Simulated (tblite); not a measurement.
## C₄H₁₆BNOSi: geometry relaxation (part 1 of 3)

- system: C₄H₁₆BNOSi, SMILES [BH3-][NH2+]CO[Si](C)(C)C
- method: GFN2-xTB geometry optimisation, gas phase (tblite 0.8.0)

It belongs to a series of runs on one base structure; here: H on C replaced by OSiMe3.

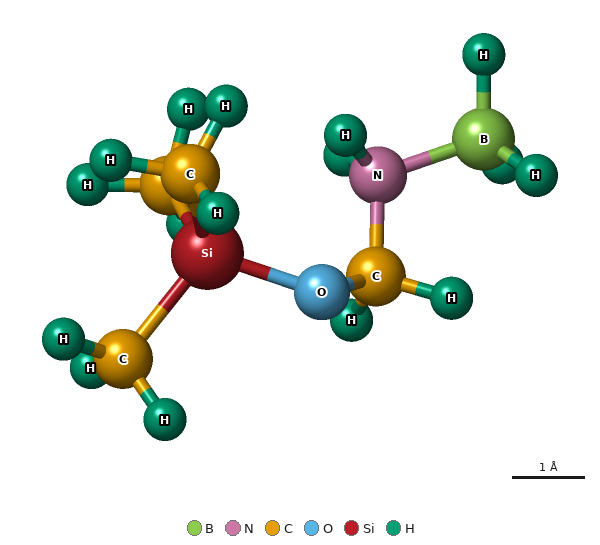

The structure as given in the input (ball-and-stick view, seen at an oblique angle).

## The input
```
{"job": {"kind": "relax", "xc": "GFN2-xTB", "basis": "xTB"}, "charge": 0, "multiplicity": 1}
B      3.253300    -0.008900     0.218600
N      1.717000     0.285900     0.191200
C      1.214400     0.265200    -1.151400
O      0.135800    -0.581400    -1.198400
Si    -1.165800    -0.237500    -0.181800
C     -0.953000     1.159200     0.983800
C     -2.709700     0.125800    -1.216100
C     -1.510300    -1.776100     0.840200
H      3.561800    -0.842500    -0.546400
H      3.729500     1.049300    -0.099500
H      3.572400    -0.251300     1.327300
H      1.233300    -0.423600     0.809400
H      1.634700     1.206800     0.665100
H      2.020700    -0.196500    -1.788800
H      0.989100     1.281900    -1.562400
H     -1.991400     1.425200     1.350300
H     -0.393600     0.961200     1.906900
H     -0.590300     2.078500     0.461200
H     -3.592900    -0.368400    -0.742100
H     -2.845900     1.232200    -1.121500
H     -2.514300    -0.222400    -2.224000
H     -0.731600    -1.879400     1.588100
H     -2.499800    -1.627100     1.360400
H     -1.575200    -2.636400     0.137400
```

The first line tells a small driver script what to run in tblite; the rest is the geometry in Å.

Launched with:
```bash
OMP_NUM_THREADS=1 python <driver script> task.json out
```

## Log
```
step      E/eV     max force
  0    -725.66508    2.733
  1    -726.00278    1.001
  2    -726.10014    0.616
  3    -726.20080    0.565
  4    -726.25706    0.493
  5    -726.30660    0.436
  6    -726.34659    0.541
  7    -726.39122    0.485
  8    -726.42344    0.403
  9    -726.44501    0.264
 10    -726.46147    0.256
 11    -726.47752    0.300
 12    -726.49353    0.363
 13    -726.50838    0.252
 14    -726.52176    0.300
 15    -726.53477    0.310
 16    -726.54635    0.305
 17    -726.55431    0.203
 18    -726.55923    0.134
 19    -726.56289    0.138
 20    -726.56646    0.224
 21    -726.57034    0.221
 22    -726.57441    0.162
 23    -726.57895    0.201
 24    -726.58503    0.203
 25    -726.59371    0.301
 26    -726.60419    0.277
 27    -726.61409    0.268
 28    -726.62222    0.229
 29    -726.62936    0.208
 30    -726.63672    0.249
 31    -726.64374    0.229
 32    -726.64912    0.160
 33    -726.65351    0.174
 34    -726.65829    0.178
 35    -726.66348    0.164
 36    -726.66787    0.138
 37    -726.67070    0.094
 38    -726.67278    0.146
 39    -726.67519    0.107
 40    -726.67846    0.128
 41    -726.68093    0.108
 42    -726.68262    0.088
 43    -726.68418    0.065
 44    -726.68543    0.070
 45    -726.68646    0.063
 46    -726.68721    0.053
 47    -726.68781    0.045
 48    -726.68830    0.048
 49    -726.68880    0.051
 50    -726.68937    0.065
 51    -726.69004    0.055
 52    -726.69075    0.057
 53    -726.69153    0.058
 54    -726.69239    0.085
 55    -726.69327    0.089
 56    -726.69395    0.056
 57    -726.69441    0.053
 58    -726.69479    0.049
 59    -726.69529    0.062
 60    -726.69594    0.069
 61    -726.69664    0.055
 62    -726.69730    0.060
 63    -726.69799    0.061
 64    -726.69885    0.083
 65    -726.69988    0.089
 66    -726.70081    0.062
 67    -726.70148    0.054
 68    -726.70199    0.047
 69    -726.70250    0.052
 70    -726.70292    0.042
 71    -726.70318    0.027
 72    -726.70334    0.028
 73    -726.70350    0.028
 74    -726.70367    0.036
 75    -726.70385    0.031
 76    -726.70400    0.033
 77    -726.70418    0.034
 78    -726.70443    0.040
 79    -726.70480    0.058
 80    -726.70528    0.058
 81    -726.70579    0.076
 82    -726.70634    0.086
 83    -726.70696    0.075
 84    -726.70763    0.076
 85    -726.70823    0.061
 86    -726.70869    0.051
 87    -726.70899    0.049
 88    -726.70922    0.049
 89    -726.70939    0.039
 90    -726.70953    0.019
 91    -726.70961    0.020
 92    -726.70972    0.025
 93    -726.70980    0.023
 94    -726.70987    0.022
 95    -726.70995    0.021
 96    -726.71006    0.025
 97    -726.71018    0.034
 98    -726.71032    0.031
 99    -726.71046    0.025
100    -726.71063    0.028
101    -726.71085    0.033
102    -726.71114    0.042
103    -726.71145    0.040
104    -726.71172    0.035
105    -726.71191    0.036
106    -726.71204    0.019
107    -726.71214    0.018
108    -726.71222    0.015
109    -726.71228    0.019
110    -726.71235    0.018
111    -726.71244    0.018
112    -726.71254    0.021
113    -726.71269    0.026
114    -726.71290    0.030
115    -726.71315    0.032
116    -726.71340    0.037
117    -726.71368    0.038
118    -726.71404    0.044
119    -726.71457    0.052
120    -726.71522    0.071
121    -726.70671    0.376
122    -726.71599    0.048
123    -726.71641    0.046
124    -726.71734    0.044
125    -726.71752    0.032
126    -726.71775    0.029
127    -726.71797    0.025
128    -726.71809    0.024
129    -726.71822    0.026
130    -726.71841    0.026
131    -726.71867    0.027
132    -726.71901    0.037
133    -726.71942    0.050
134    -726.71990    0.047
135    -726.72038    0.055
136    -726.72081    0.043
137    -726.72115    0.038
138    -726.72146    0.029
139    -726.72166    0.030
140    -726.72193    0.034
141    -726.72215    0.029
142    -726.72235    0.026
143    -726.72252    0.028
144    -726.72266    0.018
145    -726.72276    0.021
146    -726.72284    0.019
147    -726.72292    0.019
148    -726.72303    0.022
149    -726.72316    0.033
150    -726.72337    0.041
151    -726.72365    0.050
152    -726.72406    0.081
153    -726.72435    0.093
154    -726.72503    0.075
155    -726.72565    0.076
156    -726.72629    0.121
157    -726.72655    0.100
158    -726.72756    0.047
159    -726.72819    0.068
160    -726.72887    0.068
161    -726.73004    0.062
162    -726.72116    0.375
163    -726.73069    0.074
164    -726.73089    0.096
165    -726.73186    0.054
166    -726.73268    0.120
167    -726.73349    0.047
168    -726.73433    0.045
169    -726.73167    0.308
170    -726.73608    0.114
171    -726.73711    0.058
172    -726.73638    0.255
173    -726.73862    0.054
174    -726.73949    0.053
175    -726.72662    0.433
176    -726.74140    0.039
177    -726.74256    0.036
178    -726.73265    0.393
179    -726.74458    0.035
180    -726.74580    0.038
181    -726.73336    0.407
182    -726.74732    0.035
183    -726.74825    0.034
184    -726.74688    0.217
185    -726.74996    0.039
186    -726.75061    0.045
187    -726.75153    0.098
188    -726.75223    0.049
189    -726.75300    0.029
190    -726.75361    0.033
191    -726.75397    0.042
192    -726.75426    0.038
193    -726.75478    0.040
194    -726.75509    0.040
195    -726.75528    0.031
196    -726.75543    0.027
197    -726.75560    0.033
198    -726.75582    0.035
199    -726.75612    0.044
200    -726.75640    0.043
201    -726.75674    0.036
202    -726.75712    0.031
203    -726.75748    0.035
204    -726.75778    0.030
205    -726.75799    0.026
206    -726.75814    0.027
207    -726.75830    0.027
208    -726.75846    0.026
209    -726.75858    0.023
210    -726.75869    0.016
211    -726.75878    0.016
212    -726.75887    0.017
213    -726.75895    0.018
214    -726.75901    0.020
215    -726.75908    0.018
216    -726.75913    0.014
217    -726.75918    0.012
218    -726.75922    0.011
219    -726.75925    0.016
220    -726.75929    0.019
221    -726.75933    0.018
222    -726.75937    0.015
223    -726.75941    0.012
224    -726.75946    0.013
225    -726.75951    0.017
226    -726.75958    0.018
227    -726.75965    0.018
228    -726.75973    0.018
229    -726.75983    0.022
230    -726.75998    0.031
231    -726.76018    0.033
232    -726.76041    0.040
233    -726.76063    0.037
234    -726.76082    0.023
235    -726.76095    0.027
236    -726.76103    0.028
237    -726.76113    0.021
238    -726.76122    0.021
239    -726.76132    0.018
240    -726.76141    0.020
241    -726.76150    0.016
242    -726.76155    0.013
243    -726.76158    0.011
244    -726.76161    0.012
245    -726.76164    0.012
246    -726.76167    0.014
247    -726.76171    0.012
248    -726.76175    0.016
249    -726.76182    0.018
250    -726.76191    0.019
251    -726.76202    0.018
252    -726.76212    0.016
253    -726.76221    0.018
254    -726.76228    0.016
255    -726.76234    0.015
256    -726.76240    0.013
257    -726.76244    0.013
258    -726.76249    0.013
259    -726.76254    0.016
260    -726.76260    0.015
261    -726.76265    0.012
262    -726.76269    0.014
263    -726.76272    0.011
264    -726.76274    0.009
```

## Trajectory as extended XYZ (Å, eV, eV/Å), 20 of the 265 frames kept, from step=0 to step=264
```
24
Properties=species:S:1:pos:R:3:forces:R:3 step=0 energy=-725.66508
B     3.2533   -0.0089    0.2186    1.4130   0.7450   0.2390
N     1.7170    0.2859    0.1912   -0.4790   0.3360   1.9840
C     1.2144    0.2652   -1.1514    0.5470  -0.3730  -1.2530
O     0.1358   -0.5814   -1.1984   -1.3110   0.4390   0.2520
Si   -1.1658   -0.2375   -0.1818   -0.1450  -1.6780  -1.4190
C    -0.9530    1.1592    0.9838   -0.9030   2.2480   1.2660
C    -2.7097    0.1258   -1.2161   -0.1690   0.5690   0.9070
C    -1.5103   -1.7761    0.8402   -0.9380  -0.1500  -0.0810
H     3.5618   -0.8425   -0.5464   -0.0650  -0.4340  -0.1400
H     3.7295    1.0493   -0.0995    0.2540  -0.0090  -0.1390
H     3.5724   -0.2513    1.3273   -0.0030  -0.1960   0.3870
H     1.2333   -0.4236    0.8094    0.5990   0.8580  -1.1650
H     1.6347    1.2068    0.6651   -0.1100  -0.8560  -0.4520
H     2.0207   -0.1965   -1.7888   -0.6620   0.4000   0.3040
H     0.9891    1.2819   -1.5624    0.0500  -0.5140   0.4290
H    -1.9914    1.4252    1.3503    1.0770  -0.1270  -0.3310
H    -0.3936    0.9612    1.9069    0.0250   0.2210  -0.4650
H    -0.5903    2.0785    0.4612   -0.0980  -0.6530   0.6880
H    -3.5929   -0.3684   -0.7421    0.7330   0.4550  -0.7820
H    -2.8459    1.2322   -1.1215   -0.2810  -0.9820  -0.7230
H    -2.5143   -0.2224   -2.2240   -0.5940   0.3180  -0.0170
H    -0.7316   -1.8794    1.5881   -0.1770  -0.5850   0.0140
H    -2.4998   -1.6271    1.3604    1.1370  -0.4690  -0.5150
H    -1.5752   -2.6364    0.1374    0.1000   0.4360   1.0110
24
Properties=species:S:1:pos:R:3:forces:R:3 step=14 energy=-726.52176
B     3.4325    0.0412    0.2528    0.1750   0.1010   0.0320
N     1.8088    0.2941    0.1653    0.0180  -0.0320   0.0470
C     1.2050    0.2669   -1.1637    0.1230   0.0080  -0.0320
O    -0.0018   -0.4124   -1.1585    0.0280   0.0820  -0.1030
Si   -1.2994   -0.2434   -0.1572    0.0000   0.0380  -0.0280
C    -1.0317    1.2292    1.0296   -0.1000   0.2050   0.1950
C    -2.7853    0.1526   -1.2713   -0.1970   0.0400  -0.0100
C    -1.5216   -1.8377    0.8614   -0.0980  -0.0960   0.1140
H     3.6585   -0.8846   -0.4557    0.0150  -0.0650   0.0020
H     3.9705    1.0363   -0.1020   -0.0160   0.1240  -0.1430
H     3.6603   -0.1824    1.3995   -0.0640  -0.0480   0.0670
H     1.4303   -0.4859    0.6930    0.0140  -0.0270  -0.0260
H     1.5771    1.1549    0.6521    0.0720  -0.0980   0.0470
H     1.8879   -0.2525   -1.8432   -0.0180  -0.1630   0.0160
H     1.0883    1.2946   -1.5351   -0.0970  -0.0210   0.0580
H    -1.9729    1.5682    1.4488   -0.1240  -0.0210  -0.0130
H    -0.4050    0.9948    1.8860    0.0700  -0.0520  -0.0230
H    -0.6053    2.0958    0.5252    0.0200  -0.0900  -0.0350
H    -3.6855   -0.3098   -0.8862   -0.0810  -0.1080   0.0320
H    -2.9907    1.2175   -1.3098    0.0800   0.0930  -0.0030
H    -2.6605   -0.1824   -2.2947    0.1080  -0.0900   0.0080
H    -0.7508   -2.0148    1.6052    0.1750   0.1220  -0.0340
H    -2.4529   -1.7864    1.4152   -0.1070   0.0150  -0.0250
H    -1.5675   -2.7340    0.2511    0.0030   0.0820  -0.1420
24
Properties=species:S:1:pos:R:3:forces:R:3 step=28 energy=-726.62222
B     3.5233    0.0791    0.2232   -0.0180  -0.0230   0.0120
N     1.8515    0.1457    0.1795    0.0720  -0.0160  -0.0370
C     1.2070    0.2035   -1.1245    0.0840  -0.0180  -0.0960
O    -0.0980   -0.2623   -1.1432    0.0550   0.0950   0.0820
Si   -1.3798   -0.1288   -0.1224    0.0080   0.0670   0.0350
C    -1.1251    1.3113    1.1157   -0.0450  -0.1090  -0.0700
C    -2.8487    0.1522   -1.2945   -0.0060  -0.0180   0.0380
C    -1.5200   -1.7816    0.8171    0.0130   0.0810  -0.0010
H     3.8517   -0.8888   -0.3871   -0.0770   0.0500  -0.0270
H     3.9291    1.0963   -0.2459   -0.1080  -0.0440  -0.0330
H     3.7661   -0.0142    1.3880   -0.0100   0.0150  -0.0250
H     1.5364   -0.6990    0.6463    0.0490   0.0360   0.0900
H     1.6387    0.9614    0.7433   -0.1760  -0.1180   0.0520
H     1.7658   -0.4423   -1.8037    0.1920  -0.0490  -0.1150
H     1.2396    1.2340   -1.4950    0.0600   0.0440  -0.0170
H    -2.0686    1.6323    1.5464    0.0410   0.0240  -0.0140
H    -0.4820    1.0177    1.9452   -0.0320   0.1070  -0.0680
H    -0.6839    2.1705    0.6109   -0.0290  -0.0430   0.1290
H    -3.7457   -0.3108   -0.9002   -0.0540  -0.0200  -0.0070
H    -3.0709    1.2035   -1.4488    0.0510   0.0110   0.0050
H    -2.6437   -0.2880   -2.2659   -0.0230   0.0030   0.0250
H    -0.6943   -1.9377    1.5074    0.0040  -0.0310  -0.0120
H    -2.4334   -1.8222    1.4001   -0.0260  -0.0550  -0.0200
H    -1.5269   -2.6120    0.1156   -0.0240   0.0110   0.0740
24
Properties=species:S:1:pos:R:3:forces:R:3 step=42 energy=-726.68262
B     3.5012    0.1116    0.1908   -0.0330  -0.0170   0.0180
N     1.8448    0.0373    0.2124    0.0200  -0.0320   0.0040
C     1.2687    0.1515   -1.1140   -0.0090   0.0240   0.0040
O    -0.0872   -0.1369   -1.1720    0.0370   0.0590  -0.0360
Si   -1.3517   -0.0647   -0.1236   -0.0100  -0.0640  -0.0540
C    -1.1750    1.3523    1.1477   -0.0110  -0.0100   0.0120
C    -2.8397    0.1478   -1.2849    0.0110   0.0120   0.0080
C    -1.4945   -1.7344    0.7915    0.0060   0.0160   0.0100
H     3.8529   -0.8580   -0.4061    0.0180   0.0390   0.0100
H     3.7751    1.1280   -0.3652    0.0130  -0.0080   0.0360
H     3.8234    0.0940    1.3371    0.0000   0.0180  -0.0190
H     1.6053   -0.8635    0.6162   -0.0090   0.0270   0.0240
H     1.5001    0.7792    0.8160    0.0140  -0.0870  -0.0010
H     1.7998   -0.5489   -1.7720   -0.0700   0.0300   0.0120
H     1.4496    1.1757   -1.4657   -0.0210  -0.0340  -0.0560
H    -2.1372    1.6299    1.5618   -0.0760  -0.0020  -0.0020
H    -0.5490    1.0763    1.9920    0.0450  -0.0200   0.0260
H    -0.7549    2.2493    0.7020    0.0240   0.0090  -0.0520
H    -3.7319   -0.2932   -0.8511    0.0130   0.0320  -0.0110
H    -3.0565    1.1916   -1.4917    0.0140  -0.0210  -0.0070
H    -2.6539   -0.3461   -2.2346   -0.0130   0.0300   0.0410
H    -0.6760   -1.9175    1.4841   -0.0070  -0.0110  -0.0120
H    -2.4156   -1.7906    1.3636    0.0250   0.0020  -0.0080
H    -1.5095   -2.5510    0.0733    0.0190   0.0110   0.0560
```
